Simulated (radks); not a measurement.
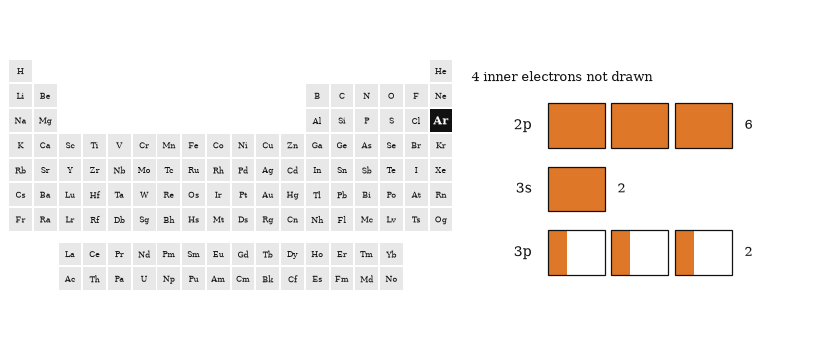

*Left, the place of argon in the periodic table; right, the outer shells as the input fills them: a box for each of the 2l + 1 orbitals, shaded by the share of the shell that is filled, with the electron count at the right.*

**Ar⁴⁺: atomic calculation**

The Ar⁴⁺ ion in the configuration [Ne] 3s2 3p2 (high spin). Computed at this level: scalar-relativistic Kohn-Sham, r2SCAN, spin-polarised, spherical densities, finite nucleus (the in-house radial solver radks).

## Outcome

- outcome: converged
- total energy: −524.120061 hartree
- kinetic energy: 527.021036 hartree
- electron–nucleus energy: −1216.5176 hartree
- Hartree energy: 194.459277 hartree
- exchange–correlation energy: −29.082798 hartree
- radius at density 0.001 e/bohr³: 2.77 bohr
- SCF iterations: 23
- hardware: 1 thread of Arm Neoverse N1, 77 GiB of memory available, shared host

## What is odd here

A numerical setting was moved from its usual value: mixing history nhist = 2. The program ran to the end, and its total energy equals that of the same run with the usual input (−524.12006 hartree) within 10⁻⁵ hartree, so the oddity leaves no trace in it.

## Input
```
Z 18
configuration [Ne] 3s2 3p2
relativity scalar-relativistic
functional r2scan,r2scan
spin polarised
nucleus finite rms 3.4274 fm
c 137.035999084
history 2
max_iterations 94
```

Energies in input and log are in hartree, lengths in bohr (the nuclear radius in fm).

The run was one of a batch that the task file lists, launched with:
```bash
python <driver script> task.json out
```

## Output
```
1s      1   1.0000        -117.85749290
2s      1   1.0000         -13.62713251
2p      1   3.0000         -11.09685111
3s      1   1.0000          -3.10356605
3p      1   2.0000          -2.47727277
1s      2   1.0000        -117.82811736
2s      2   1.0000         -13.61044009
2p      2   3.0000         -11.06348103
3s      2   1.0000          -2.92395540
3p      2   0.0000          -2.30775955
Etot -524.1200605015008
Ekin 527.0210361038824
Encl -1216.5175756832455
Eh 194.45927713539714
Exc -29.082798057534806
err 1.1197433313810786e-06
it 23
```
